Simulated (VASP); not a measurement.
Consider the following.

```
CELL_PARAMETERS angstrom
      3.24930     0.00000     0.00000
      0.00000     3.24930     0.00000
      0.00000     0.00000     3.24930
ATOMIC_POSITIONS crystal
  Zr 0.50000 0.50000 0.50000
  Rh 0.00000 0.00000 0.00000
```

Level of theory: PBEsol GGA, VASP's PBE PAW potentials (set 64) (plane waves; VASP 6.6.1). Settings: 400 eV cut-off, 13×13×13 Γ-centred mesh, tetrahedra with Blöchl corrections, potentials Zr_sv Rh_pv.

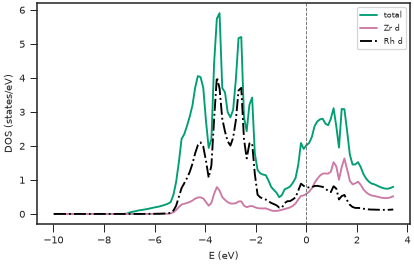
*Total and projected density of states, zero at the Fermi level*

Within 2 eV below the Fermi level the largest weight inside VASP's projection spheres is Rh d, then Zr d.

It has no gap at this level: it comes out as a metal or semimetal.

The structure comes from a computed database's ZrRh entry (Pm-3m); how it stands against other phases isn't given here. It was relaxed first. The electron count is odd and the run is not spin-polarised, which forces a metal.
